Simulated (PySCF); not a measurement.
```xyz
15

C    -2.0110   -0.8207    0.3140
O    -0.7640   -0.5357    0.9289
C     0.0746    0.1996    0.1305
C     0.3508    1.6696    0.0473
C     1.4690    0.6992    0.3076
C     1.1479   -0.2456   -0.8216
O     1.5953   -1.5556   -0.7916
H    -1.8702   -1.3665   -0.6238
H    -2.5682    0.0996    0.1149
H    -2.5609   -1.4381    1.0209
H     0.0262    2.2776    0.8807
H     0.2939    2.1678   -0.9147
H     2.1924    0.6520    1.0920
H     1.1622    0.1113   -1.8479
H     1.4575   -1.9066    0.0972
```

Geometry: GFN2-xTB, NEB image 0 of 0 to 8.

Method: PBE0/pcSseg-1, SCF density, gas phase, non-relativistic (PySCF).

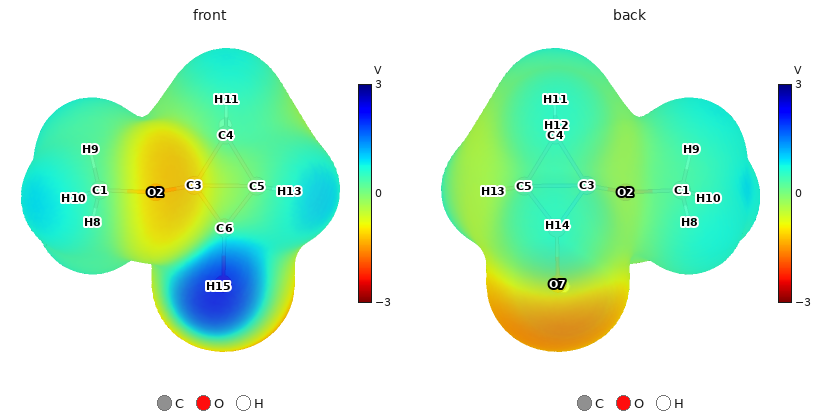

C$_{5}$H$_{8}$O$_{2}$. The molecular electrostatic potential painted on the density surface at 0.002 e/bohr³, seen from the front and from behind; red is negative and blue positive.

> Where is the surface potential most negative and most positive?

The most negative region (about −1.6 V) lies over O7, the most positive (about +2.0 V) over H15. O7 is the likeliest acceptor of a hydrogen bond.
